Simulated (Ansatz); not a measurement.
## Run report: GaNH₆, geometry relaxation (part 2 of 2)

GaNH₆; RKS PBE-D4/def2-SVP (Ansatz 0.2.0). It belongs to a series of runs on one base structure; here: end point B relaxed.

Geometry of the input (Å):
```
Ga 0.0553  -0.4957  -0.3745
H  0.0088  0.0536  2.3473
H  1.4141  0.2992  -0.4152
H  -1.3478  -0.1030  -0.9640
N  0.1045  -2.2062  0.4337
H  -0.7353  -2.7540  0.6254
H  0.9059  -2.5718  0.9546
H  -0.0360  -0.6002  2.0325
```

**Trajectory as extended XYZ, continued**
```
8
Properties=species:S:1:pos:R:3:forces:R:3 step=7 energy=-53947.12548
Ga    0.0752   -0.6123   -0.5856    0.0007   0.0048  -0.0038
H    -0.0911    0.1972    2.9612   -0.0017  -0.0054   0.0076
H     1.4507    0.1335   -0.7242    0.0032  -0.0060  -0.0113
H    -1.3232   -0.1685   -1.1475   -0.0005  -0.0042  -0.0051
N     0.1015   -2.1741    0.3647    0.0008   0.0218  -0.0103
H    -0.7172   -2.7646    0.5229    0.0082  -0.0038   0.0086
H     0.9451   -2.5850    0.7692   -0.0094  -0.0030   0.0057
H    -0.0715   -0.4042    2.4789   -0.0013  -0.0042   0.0086
8
Properties=species:S:1:pos:R:3:forces:R:3 step=8 energy=-53947.12981
Ga    0.0845   -0.6138   -0.6724    0.0118  -0.1408   0.0602
H    -0.1113    0.0885    3.1222    0.0094  -0.1981  -0.1934
H     1.4708    0.0983   -0.8819   -0.0172  -0.0176   0.0085
H    -1.3111   -0.1967   -1.2606   -0.0058   0.0032   0.0076
N     0.0980   -2.1131    0.3887    0.0013   0.2874  -0.1812
H    -0.7246   -2.6826    0.5877   -0.0291  -0.0526   0.0343
H     0.9464   -2.5065    0.7953    0.0404  -0.0627   0.0652
H    -0.0833   -0.4522    2.5608   -0.0108   0.1813   0.1987
8
Properties=species:S:1:pos:R:3:forces:R:3 step=9 energy=-53947.12844 accepted=F
Ga    0.0978   -0.6434   -0.7777   -0.0028  -0.0709   0.3133
H    -0.1288    0.0085    3.2282    0.0146  -0.2402  -0.2469
H     1.4865    0.0676   -0.9922   -0.0315  -0.0722  -0.0537
H    -1.3076   -0.2097   -1.3299    0.0109  -0.0428  -0.0579
N     0.0959   -2.0488    0.4140   -0.0010   0.2634  -0.2451
H    -0.7279   -2.6102    0.6392    0.0317  -0.0142   0.0111
H     0.9485   -2.4380    0.8196   -0.0068  -0.0485   0.0382
H    -0.0949   -0.5042    2.6385   -0.0152   0.2255   0.2411
8
Properties=species:S:1:pos:R:3:forces:R:3 step=10 energy=-53947.13474
Ga    0.0878   -0.6168   -0.7091    0.0136  -0.0402   0.0032
H    -0.1179    0.0415    3.1615    0.0013  -0.0847  -0.0630
H     1.4809    0.0737   -0.9416   -0.0190  -0.0040  -0.0047
H    -1.3097   -0.2108   -1.3008    0.0022   0.0087   0.0037
N     0.0982   -2.0723    0.4016   -0.0088   0.0808  -0.0604
H    -0.7249   -2.6366    0.6201    0.0079  -0.0111   0.0149
H     0.9472   -2.4669    0.8094    0.0048  -0.0233   0.0385
H    -0.0921   -0.4899    2.5987   -0.0021   0.0738   0.0679
8
Properties=species:S:1:pos:R:3:forces:R:3 step=11 energy=-53947.13814
Ga    0.0931   -0.6251   -0.7481    0.0007   0.0129  -0.0029
H    -0.1278   -0.0313    3.2226    0.0059  -0.0765  -0.0851
H     1.4858    0.0537   -1.0112   -0.0039  -0.0102  -0.0022
H    -1.3042   -0.2164   -1.3383   -0.0014  -0.0112  -0.0081
N     0.0984   -2.0424    0.4079    0.0203  -0.0127   0.0247
H    -0.7256   -2.5971    0.6505    0.0139   0.0263  -0.0011
H     0.9418   -2.4176    0.8483   -0.0275   0.0085  -0.0163
H    -0.0920   -0.5020    2.6081   -0.0080   0.0629   0.0908
8
Properties=species:S:1:pos:R:3:forces:R:3 step=12 energy=-53947.14201
Ga    0.1012   -0.6259   -0.8113    0.0148  -0.0695   0.0224
H    -0.1442   -0.1420    3.3180    0.0061  -0.1094  -0.1507
H     1.5012    0.0146   -1.1353   -0.0267  -0.0215   0.0133
H    -1.2947   -0.2497   -1.4268   -0.0006   0.0038   0.0158
N     0.0991   -1.9701    0.4358   -0.0439  -0.0075  -0.0005
H    -0.7295   -2.4968    0.7276    0.0565   0.0708  -0.0545
H     0.9435   -2.3502    0.8693    0.0000   0.0321  -0.0018
H    -0.1071   -0.5580    2.6623   -0.0061   0.1011   0.1560
8
Properties=species:S:1:pos:R:3:forces:R:3 step=13 energy=-53947.14344
Ga    0.1106   -0.6454   -0.8958    0.0242  -0.0508   0.1392
H    -0.1594   -0.2644    3.4156    0.0081  -0.0888  -0.1359
H     1.5172   -0.0365   -1.2633   -0.0600  -0.0531   0.0111
H    -1.2897   -0.2748   -1.5069    0.0176  -0.0268  -0.0045
N     0.0987   -1.8918    0.4548   -0.0862  -0.0771   0.0484
H    -0.7311   -2.3991    0.7853    0.1215   0.1472  -0.1243
H     0.9377   -2.2457    0.9233   -0.0160   0.0594  -0.0726
H    -0.1145   -0.6203    2.7266   -0.0092   0.0900   0.1385
8
Properties=species:S:1:pos:R:3:forces:R:3 step=14 energy=-53947.14611
Ga    0.1081   -0.6370   -0.8842    0.0220  -0.0722   0.0597
H    -0.1620   -0.2691    3.4191    0.0036  -0.0379  -0.0610
H     1.5182   -0.0461   -1.2568   -0.0408  -0.0111   0.0081
H    -1.2924   -0.2804   -1.5012    0.0124   0.0013   0.0026
N     0.0998   -1.8927    0.4530   -0.0178  -0.0276   0.0200
H    -0.7290   -2.4007    0.7750    0.0322   0.0727  -0.0553
H     0.9411   -2.2503    0.9127   -0.0068   0.0404  -0.0388
H    -0.1144   -0.6018    2.7220   -0.0047   0.0343   0.0646
8
Properties=species:S:1:pos:R:3:forces:R:3 step=15 energy=-53947.14754
Ga    0.1120   -0.6456   -0.8957   -0.0021   0.0057  -0.0059
H    -0.1674   -0.3019    3.4415   -0.0007  -0.0039   0.0017
H     1.5161   -0.0576   -1.2832    0.0013  -0.0028  -0.0018
H    -1.2883   -0.2912   -1.5131   -0.0010  -0.0008  -0.0026
N     0.1023   -1.8756    0.4586    0.0041  -0.0004   0.0004
H    -0.7334   -2.3685    0.7804    0.0144   0.0024   0.0042
H     0.9444   -2.2306    0.9167   -0.0157  -0.0012   0.0009
H    -0.1164   -0.6070    2.7345   -0.0002   0.0009   0.0031
8
Properties=species:S:1:pos:R:3:forces:R:3 step=16 energy=-53947.14802
Ga    0.1158   -0.6486   -0.9264    0.0067  -0.0290  -0.0115
H    -0.1777   -0.3600    3.5000    0.0049  -0.0306  -0.0740
H     1.5213   -0.0875   -1.3490   -0.0024   0.0019   0.0131
H    -1.2838   -0.3107   -1.5548   -0.0035   0.0055   0.0095
N     0.1047   -1.8379    0.4656   -0.0104   0.0215  -0.0210
H    -0.7344   -2.3168    0.8002    0.0290   0.0036   0.0069
H     0.9459   -2.1888    0.9283   -0.0192  -0.0018   0.0028
H    -0.1225   -0.6278    2.7758   -0.0052   0.0288   0.0743
8
Properties=species:S:1:pos:R:3:forces:R:3 step=17 energy=-53947.14830
Ga    0.1168   -0.6554   -0.9422    0.0071  -0.0048   0.0180
H    -0.1816   -0.3815    3.5156    0.0045  -0.0256  -0.0688
H     1.5245   -0.0972   -1.3620   -0.0076  -0.0050  -0.0029
H    -1.2854   -0.3158   -1.5643    0.0046  -0.0010  -0.0003
N     0.1058   -1.8248    0.4665   -0.0065   0.0292  -0.0325
H    -0.7330   -2.2965    0.8102    0.0023  -0.0124   0.0103
H     0.9466   -2.1745    0.9300   -0.0001  -0.0048   0.0081
H    -0.1243   -0.6324    2.7859   -0.0044   0.0244   0.0681
8
Properties=species:S:1:pos:R:3:forces:R:3 step=18 energy=-53947.14843
Ga    0.1172   -0.6563   -0.9459    0.0036  -0.0011   0.0116
H    -0.1825   -0.3944    3.5187    0.0032  -0.0120  -0.0331
H     1.5251   -0.1031   -1.3706   -0.0037  -0.0019  -0.0008
H    -1.2845   -0.3177   -1.5692    0.0023  -0.0024  -0.0026
N     0.1046   -1.8174    0.4692   -0.0035   0.0174  -0.0215
H    -0.7332   -2.2911    0.8126    0.0009  -0.0052   0.0098
H     0.9449   -2.1620    0.9375    0.0013  -0.0067   0.0024
H    -0.1223   -0.6361    2.7874   -0.0041   0.0119   0.0342
8
Properties=species:S:1:pos:R:3:forces:R:3 step=19 energy=-53947.14850
Ga    0.1179   -0.6571   -0.9516    0.0010  -0.0019   0.0022
H    -0.1855   -0.4081    3.5283   -0.0008   0.0017   0.0063
H     1.5256   -0.1098   -1.3833    0.0009  -0.0008  -0.0001
H    -1.2833   -0.3212   -1.5772   -0.0012   0.0006   0.0002
N     0.1057   -1.8094    0.4701   -0.0059  -0.0001  -0.0019
H    -0.7321   -2.2779    0.8214    0.0056   0.0011  -0.0013
H     0.9464   -2.1554    0.9369   -0.0001   0.0010   0.0001
H    -0.1253   -0.6393    2.7950    0.0006  -0.0015  -0.0053
```

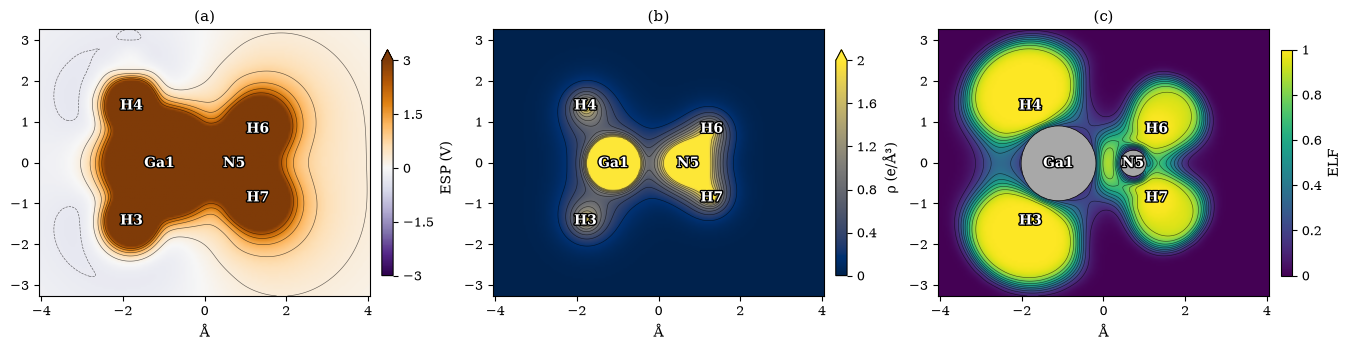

(a) electrostatic potential; (b) total electron density; (c) ELF on the plane of atoms Ga1, N5 and H7. Grey discs, where drawn, cover atomic cores. The section cuts through Ga, H and N sites. Ga–N (1.83 Å): ρ at the midpoint is about 0.88 e/Å³; the ELF peaks at about 0.90 in the valence shell of N, 0.6 Å from its nucleus, and is about 0.35 at the midpoint. N–H (1.02 Å): ρ is about 2.7 e/Å³ halfway, with its minimum of 2.1 e/Å³ about 0.8 Å from N; the ELF climbs to about 1 towards the hydrogen, as it does in any bond to H (a covalent bond by its length).

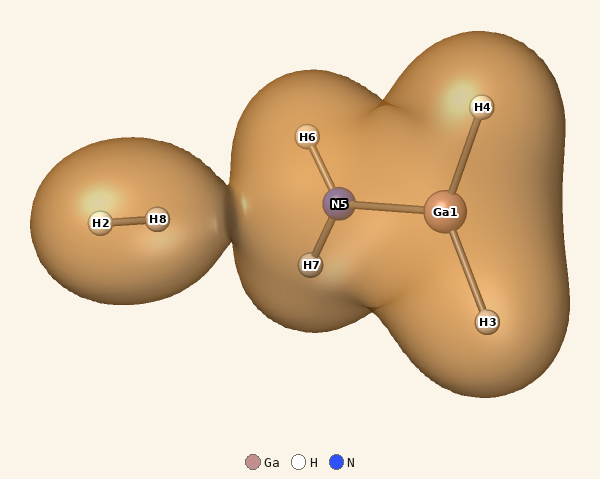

Isosurface of the total electron density at 0.05 e/Å³ (orange), seen face on. At this value the surface is in one piece. On the grid the lowest density along these lines, outside the cores, is 0.06 e/Å³ (N···H, 2.61 Å), 0.86 e/Å³ (Ga–N, 1.83 Å), 1.6 e/Å³ (H–H, 0.77 Å) and 2.1 e/Å³ (N–H, 1.02 Å).

**Summary**

- outcome: converged
- total energy: −53947.1485 eV
- mean-field energy: −53947.0541 eV
- largest force (length of the vector) at the end: 0.007 eV/Å
- wall time: 30 s
- peak memory: 0.13 GiB
